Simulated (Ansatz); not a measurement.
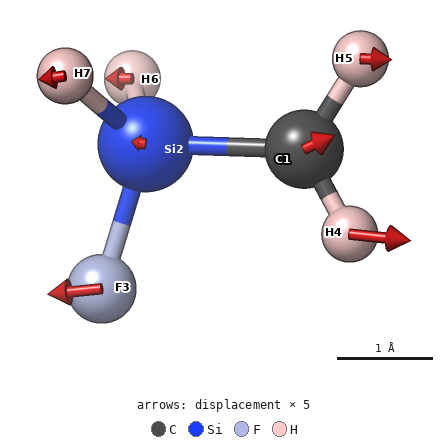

This is a relaxation of CH₄FSi (multiplicity 2) (coarse preliminary run). The starting structure is drawn; red arrows show the displacements, magnified 5 times. The two geometries are superimposed by the best rigid fit.

The picture is a ball-and-stick view, seen at a tilt.

The start comes from a force field.

These are results of Ansatz, UKS PBE-D4/def2-SVP, not measurements. Set-up: force threshold 0.03 eV/Å; at most 200 steps.

Describe the change and its energy.

After 3 geometry steps the energy has fallen by 7.00 kcal/mol. The largest force component goes from 3.7 to 0.025 eV/Å. The atom that moves furthest after the best rigid fit is H4 (0.14 Å). By element the largest moves are H 0.14 Å, F 0.12 Å, C 0.08 Å, Si 0.03 Å. Among the contacts that change: C1–Si2 1.744 → 1.844 Å, C1–H4 1.030 → 1.103 Å, Si2–F3 1.596 → 1.641 Å, C1–H5 1.132 → 1.104 Å. Among the angles between lasting bonds that change: C1–Si2–F3 105.6° → 109.3°, H4–C1–H5 117.5° → 114.8°, F3–Si2–H6 110.4° → 107.9°.
